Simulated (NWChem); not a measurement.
# One shape, several levels: C2H6BN (SMILES BN1CC1)

We compute a comparison of 4 runs (HF/STO-3G, HF/3-21G, B3LYP/6-31G*) of C2H6BN. 

The results are computed with NWChem 7.3.0.

**1. Starting point**

C2H6BN: 10 atoms, total charge 0, spin state singlet. As SMILES, `BN1CC1`. The shape is that of a GFN2-xTB optimisation.

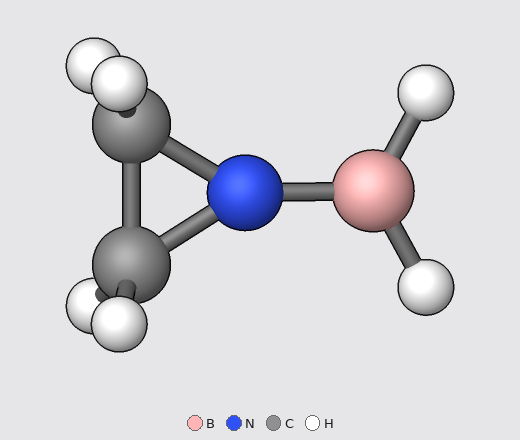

The structure, seen from a chosen angle (boron pink, nitrogen blue, carbon grey, hydrogen white).

**2. Energy and gradient at HF/STO-3G (run 1)**

Contents of sp.nw:

```
start sp
memory total 2200 mb

geometry units angstrom noautosym nocenter noautoz
 B     -1.215950     0.734330    -0.881330
 N     -0.226250     0.136000    -0.162690
 C      0.612420    -0.991990     0.032500
 C      0.693920     0.202140     0.915520
 H     -1.678000     0.155320    -1.789690
 H     -1.566870     1.807020    -0.566690
 H      0.153180    -1.897730     0.411810
 H      1.398100    -1.165120    -0.694590
 H      1.536830     0.876720     0.813920
 H      0.292620     0.143310     1.921250
end

basis spherical bse
 * library STO-3G
end

scf
 thresh 1e-08
 maxiter 80
end

task scf gradient
```

Command:

```
nwchem sp.nw > sp.out
```

The log of the run:

```text
[...]
  functions       =    26
[...]
  wavefunction    = RHF
[...]
         Total SCF energy =   -156.395580199403
      One-electron energy =   -432.029091317978
      Two-electron energy =    164.049043614830
 Nuclear repulsion energy =    111.584467503745
        Time for solution =      1.1s
[...]
                         RHF ENERGY GRADIENTS
    atom               coordinates                        gradient
                 x          y          z           x          y          z
   1 B      -2.297812   1.387682  -1.665472    0.006376  -0.003948   0.005099
   2 N      -0.427551   0.257003  -0.307440    0.018463  -0.011045   0.013480
   3 C       1.157306  -1.874589   0.061416   -0.007108   0.024475   0.008540
   4 C       1.311319   0.381989   1.730082   -0.009589  -0.014716  -0.020650
   5 H      -3.170960   0.293512  -3.382024   -0.001703  -0.005647  -0.005915
   6 H      -2.960955   3.414773  -1.070889   -0.000745   0.007118   0.003722
   7 H       0.289468  -3.586190   0.778208   -0.000200   0.002884  -0.001287
   8 H       2.642026  -2.201758  -1.312585   -0.002380   0.001303   0.000745
   9 H       2.904188   1.656761   1.538086   -0.002609  -0.000844  -0.000954
  10 H       0.552972   0.270817   3.630636   -0.000507   0.000422  -0.002779
[...]
```

Wall time 1.9 s (1 thread of Intel Xeon Platinum 8488C (Sapphire Rapids), shared host); peak memory 0.096 GiB.

**3. Energy and gradient at HF/3-21G (run 2)**

Contents of run.py:

```python
from ase import Atoms
from ase.calculators.nwchem import NWChem

system = Atoms(['B', 'N', 'C', 'C', 'H', 'H', 'H', 'H', 'H', 'H'], positions=[
    [-1.215950, 0.734330, -0.881330],
    [-0.226250, 0.136000, -0.162690],
    [0.612420, -0.991990, 0.032500],
    [0.693920, 0.202140, 0.915520],
    [-1.678000, 0.155320, -1.789690],
    [-1.566870, 1.807020, -0.566690],
    [0.153180, -1.897730, 0.411810],
    [1.398100, -1.165120, -0.694590],
    [1.536830, 0.876720, 0.813920],
    [0.292620, 0.143310, 1.921250],
])

calc = NWChem(
    label='work',
    theory='scf',
    memory='2200 mb',
    basis='3-21G',
    basispar='spherical bse',
    scf={'nopen': '0', 'rhf': None, 'thresh': '1e-08', 'maxiter': '80'},
)
system.calc = calc

forces = system.get_forces()
print("Total energy (eV):", round(system.get_potential_energy(), 6))
print("forces (eV/A):")
for s, f in zip(system.symbols, forces):
    print(f"{s:2s} {f[0]:10.5f} {f[1]:10.5f} {f[2]:10.5f}")
print("dipole (e A):", system.get_dipole_moment().round(4))
```

Command:

```
export ASE_NWCHEM_COMMAND="nwchem PREFIX.nwi > PREFIX.nwo"
python run.py
```

The log of the run:

```text
Total energy (eV): -4284.121465
forces (eV/A):
B    -0.39698    0.24292   -0.30596
N    -0.12182    0.06911   -0.09287
C     0.59464   -1.75802   -0.50584
C     0.77128    0.94498    1.49818
H    -0.28771   -0.16075   -0.42238
H    -0.24863    0.48650    0.04885
H     0.13884    0.35990   -0.08433
H    -0.27125    0.13087    0.27567
H    -0.29552   -0.27886   -0.02108
H     0.11714   -0.03672   -0.39029
dipole (e A): [ 0.3652 -0.2207  0.265 ]
```

The calculator wrote work.nwi:

```
title "work"

permanent_dir work

scratch_dir work

start work

geometry units angstrom nocenter noautosym noautoz
  B  -1.2159500000000001e+00 7.3433000000000004e-01 -8.8132999999999995e-01
  N  -2.2625000000000001e-01 1.3600000000000001e-01 -1.6269000000000000e-01
  C  6.1241999999999996e-01 -9.9199000000000004e-01 3.2500000000000001e-02
  C  6.9391999999999998e-01 2.0213999999999999e-01 9.1552000000000000e-01
  H  -1.6779999999999999e+00 1.5532000000000001e-01 -1.7896900000000000e+00
  H  -1.5668700000000000e+00 1.8070200000000001e+00 -5.6669000000000003e-01
  H  1.5318000000000001e-01 -1.8977299999999999e+00 4.1181000000000001e-01
  H  1.3980999999999999e+00 -1.1651199999999999e+00 -6.9459000000000004e-01
  H  1.5368299999999999e+00 8.7672000000000005e-01 8.1391999999999998e-01
  H  2.9261999999999999e-01 1.4330999999999999e-01 1.9212499999999999e+00
end

memory 2200 mb

basis spherical bse noprint
   * library 3-21G
end

scf
  nopen 0
  rhf
  thresh 1e-08
  maxiter 80
end

task scf gradient
```

work.nwo:

```text
Northwest Computational Chemistry Package (NWChem) 7.3.0
             --------------------------------------------------------

           Job information
           ---------------

    nwchem branch   = 7.3.0
    use scalapack   = T
    input           = work.nwi
    prefix          = work.
    data base       = work/work.db
    status          = startup
    nproc           =        1

           Memory information
           ------------------

    heap     =     72089594 doubles =      550.0 Mbytes
    stack    =     72089599 doubles =      550.0 Mbytes
    global   =    144179200 doubles =     1100.0 Mbytes (distinct from heap & stack)
    total    =    288358393 doubles =     2200.0 Mbytes
    verify   = yes
    hardfail = no

[... 142 lines left out ...]
 Convergence threshold     :          1.000E-08
[... 12 lines left out ...]
       Final RHF  results
[... 3 lines left out ...]
      One-electron energy =   -432.086824638279
[... 1 line left out ...]
 Nuclear repulsion energy =    111.584467503745
[... 33 lines left out ...]
                       ROHF Final Molecular Orbital Analysis
[... 208 lines left out ...]
                         RHF ENERGY GRADIENTS

    atom               coordinates                        gradient
                 x          y          z           x          y          z
   1 B      -2.297812   1.387682  -1.665472    0.007720  -0.004724   0.005950
   2 N      -0.427551   0.257003  -0.307440    0.002369  -0.001344   0.001806
   3 C       1.157306  -1.874589   0.061416   -0.011564   0.034188   0.009837
[... 6 lines of this table left out ...]
  10 H       0.552972   0.270817   3.630636   -0.002278   0.000714   0.007590

                 ----------------------------------------
                 |  Time  |  1-e(secs)   |  2-e(secs)   |
                 ----------------------------------------
                 |  CPU   |       0.00   |       0.28   |
                 ----------------------------------------
                 |  WALL  |       0.00   |       0.28   |
                 ----------------------------------------

 Task  times  cpu:        1.7s     wall:        1.7s
 Total times  cpu:        1.7s     wall:        1.7s
```

It took 2.8 s on 1 thread of Intel Xeon Platinum 8488C (Sapphire Rapids), shared host; peak memory 0.097 GiB.

Run 3 isn't shown in full; the table further down has it.

**4. Energy and forces at B3LYP/6-31G(d) (Cartesian functions) (run 4)**

Contents of input.nw:

```
start input
title "C2H6BN gradient"
memory total 2200 mb
charge 0

geometry units au noautosym nocenter noautoz
 B     -2.29781248     1.38768259    -1.66547233
 N     -0.42755054     0.25700275    -0.30743954
 C      1.15730607    -1.87458942     0.06141610
 C      1.31131875     0.38198924     1.73008206
 H     -3.17096044     0.29351226    -3.38202395
 H     -2.96095517     3.41477290    -1.07088890
 H      0.28946825    -3.58618996     0.77820812
 H      2.64202609    -2.20175770    -1.31258487
 H      2.90418780     1.65676069     1.53808589
 H      0.55297166     0.27081665     3.63063632
end

basis
 * library 6-31G*
end

dft
 xc b3lyp
 grid xfine
 convergence energy 1e-08
 iterations 100
 mulliken
end

task dft gradient
```

Command:

```
nwchem input.nw > input.out
```

The log of the run:

```text
[...]
          Wavefunction type:  closed shell.
          No. of atoms     :    10
          No. of electrons :    30
[...]
          Charge           :     0
          Spin multiplicity:     1
[...]
          AO basis - number of functions:    72
[...]
              XC Information
              --------------
                         B3LYP Method XC Potential
                     Hartree-Fock (Exact) Exchange  0.200
                        Slater Exchange Functional  0.800 local
                    Becke 1988 Exchange Functional  0.720 non-local
              Lee-Yang-Parr Correlation Functional  0.810
                  VWN I RPA Correlation Functional  0.190 local
[...]
 d= 0,ls=0.0,diis     1   -159.3542821137 -2.71D+02  9.87D-03  4.54D-01     3.5
[...]
 d= 0,ls=0.0,diis     8   -159.4028972291  1.20D-09  4.89D-06  1.85D-07    25.7
         Total DFT energy =     -159.402897229086
      One electron energy =     -433.948962054048
           Coulomb energy =      187.085420700660
    Exchange-Corr. energy =      -24.123815330944
 Nuclear repulsion energy =      111.584459455246
[...]
  wavefunction    = closed shell
                         DFT ENERGY GRADIENTS
    atom               coordinates                        gradient
                 x          y          z           x          y          z
   1 B      -2.297812   1.387683  -1.665472    0.004092  -0.002494   0.003273
   2 N      -0.427551   0.257003  -0.307440   -0.003750   0.002334  -0.002645
   3 C       1.157306  -1.874589   0.061416   -0.003167   0.012409   0.004871
   4 C       1.311319   0.381989   1.730082   -0.004427  -0.008044  -0.010393
   5 H      -3.170960   0.293512  -3.382024    0.005479   0.005966   0.010001
   6 H      -2.960955   3.414773  -1.070889    0.004354  -0.011965  -0.003129
   7 H       0.289468  -3.586190   0.778208    0.001935   0.003278  -0.001810
   8 H       2.642026  -2.201758  -1.312585   -0.002975   0.000167   0.002627
   9 H       2.904188   1.656761   1.538086   -0.003191  -0.002264   0.000740
  10 H       0.552972   0.270817   3.630636    0.001649   0.000612  -0.003536
[...]
```

Wall time 32 s (1 thread of Intel Xeon Platinum 8488C (Sapphire Rapids), shared host); peak memory 0.15 GiB.

**5. All runs side by side**

```tsv
run	level	iteration cap	module	energy (Eh)	dipole moment (D)	HOMO energy (eV)	LUMO energy (eV)	wall time
1	HF/STO-3G	80	scf	-156.395580	1.86	-9.43	8.85	1.9 s
2	HF/3-21G	80	scf	-157.438561	2.41	-10.94	4.40	2.8 s
3	B3LYP/6-31G* (spherical functions)	100	dft	-159.399974	2.35	-7.38	0.46	32 s
4	B3LYP/6-31G* (Cartesian functions)	100	dft	-159.402897	2.34	-7.38	0.46	32 s
```

**6. What came out**

```
                       quantity          value
            run 4: total energy  -159.40290 Eh
           run 4: dipole moment         2.34 D
             run 4: HOMO energy       -7.38 eV
             run 4: LUMO energy        0.46 eV
           run 4: HOMO–LUMO gap        7.84 eV
run 4: largest force on an atom     0.713 eV/Å
```

**Reading.** The dipole moment (its size) runs from 1.86 D (HF/STO-3G) to 2.41 D (HF/3-21G). The HOMO–LUMO gap runs from 7.84 eV (B3LYP/6-31G*) to 18.28 eV (HF/STO-3G). The two ends differ in method and basis. In run 1 the basis is minimal, so the values are rough. All runs together took 69 s, the longest 32 s.
